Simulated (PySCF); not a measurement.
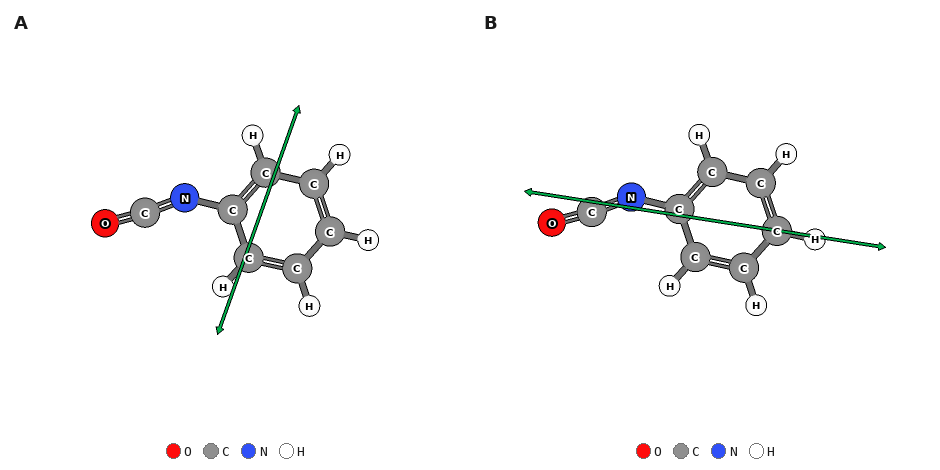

The double arrows show the directions of two transition dipoles from the ground state (lengths mean nothing). The computed structure is the end point of a PBE0-D3(BJ)/def2-SVP optimisation. No frequency run is at hand to confirm it as a minimum. Properties computed with TDDFT PBE0/def2-SVPD, vertical, gas phase, core orbitals frozen in the response (PySCF 2.14.0).

> One belongs to singlet state 2 and one to singlet state 5. Which is which?

A: state 5, 6.52 eV (190 nm), oscillator strength 0.32, mainly HOMO−1 → LUMO (weight 0.58).
B: state 2, 5.55 eV (223 nm), oscillator strength 0.28, mainly HOMO → LUMO (weight 0.80).
